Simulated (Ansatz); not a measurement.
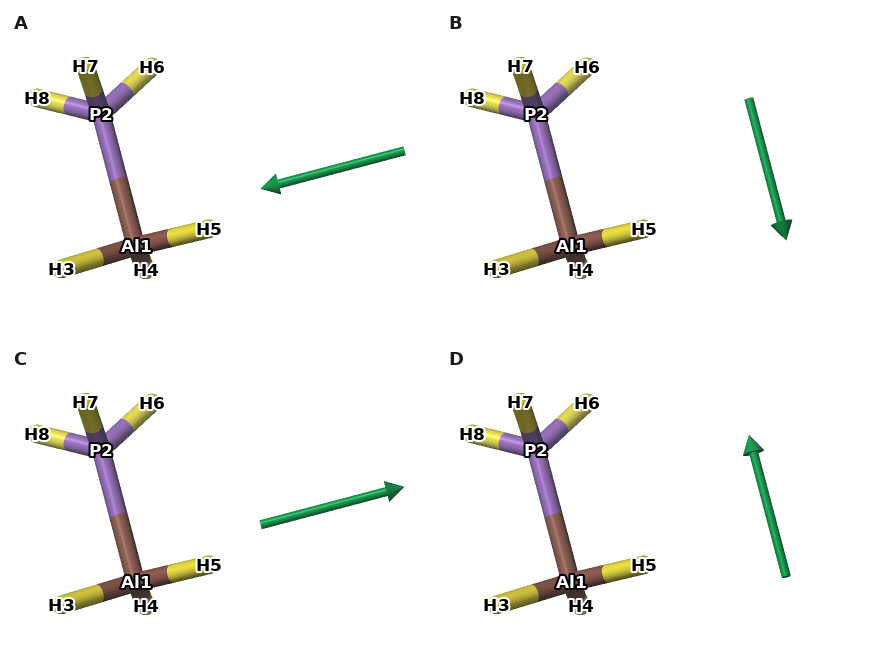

The same molecule four times, each with an arrow. Computed geometry: PBE-D4/def2-SVP optimisation. No frequency run is at hand to confirm it as a minimum. Level of theory: RKS PBE-D4/def2-SVP (Ansatz 0.2.0).

### Which arrow points along the dipole moment, from the negative to the positive end?

D. The dipole moment is 4.32 D; it points from the side of H3, H4, H5 to the side of H6, H7, H8 (the outermost atoms at the two ends).
